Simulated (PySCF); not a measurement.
# HBr···C2H6O (SMILES Br.COC): what the fields show

```xyz
11

Br    0.4665    0.3657   -0.6762
H    -0.9550   -0.0155   -0.5985
C    -3.3183    0.8101   -0.3663
O    -2.5536   -0.3716   -0.3936
C    -2.7373   -1.1918    0.7360
H    -3.0752    1.3807   -1.2697
H    -3.0777    1.4169    0.5233
H    -4.3945    0.5724   -0.3622
H    -3.7824   -1.5367    0.7956
H    -2.4804   -0.6519    1.6633
H    -2.0744   -2.0573    0.6261
```

Geometry: PBE0-D3(BJ)/def2-SVPD.

All numbers below come from PySCF, wB97M-D3(BJ)/def2-TZVPD, SCF density, gas phase.

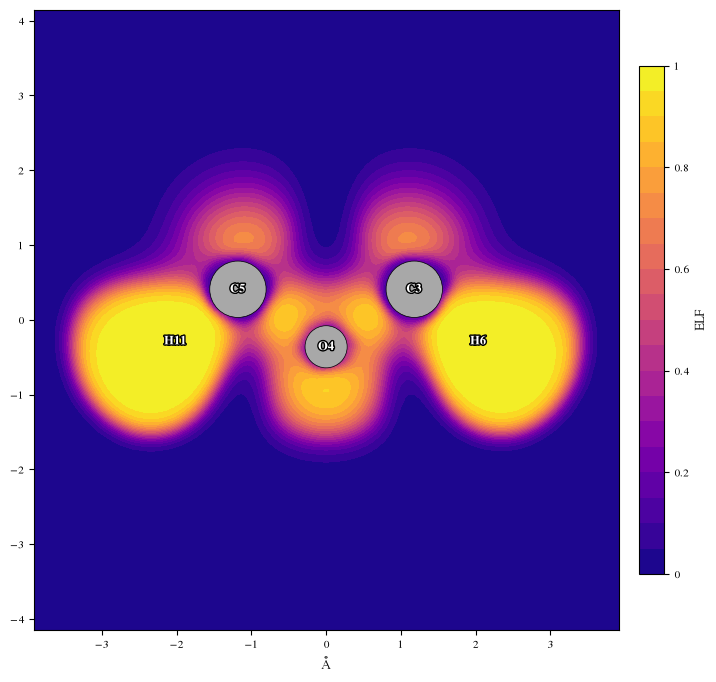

Figure 1. ELF on the plane of atoms C3, O4 and C5. Grey discs cover the atomic cores.

Question: Interpret the plot.

Answer: The plane passes through C, O and H nuclei.
C–O (1.41 Å): the ELF peaks at about 0.90 between the atoms, as expected for a shared but strongly polarised pair.
C–H (1.10 Å): the ELF climbs to about 1 towards the hydrogen, as it does in any bond to H: a covalent bond by its length.
The ELF also peaks beside O4, away from the bonds: lone-pair regions.

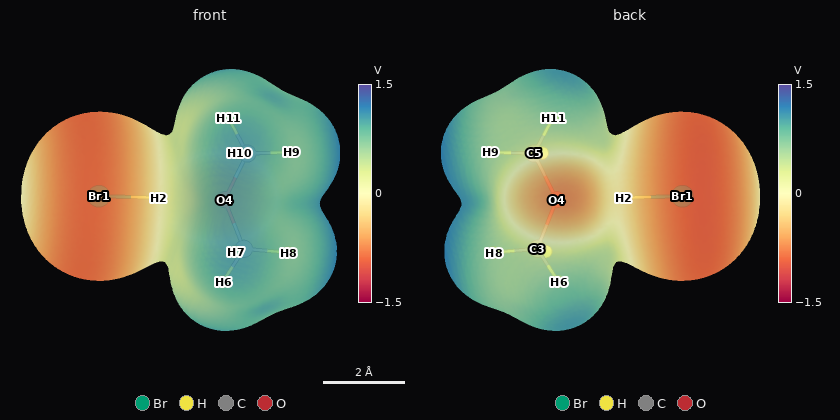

Figure 2. The molecular electrostatic potential painted on the density surface at 0.002 e/bohr³, seen from the front and from behind; the colour scale runs from red (negative) to blue (positive).

Question: Describe the electrostatic potential map.

Answer: The most negative region (about −1.0 V) lies over Br1, the most positive (about +1.2 V) over H8 and H9.

Question: How polar is the complex by this calculation?

Answer: Its dipole moment is 3.87 D.
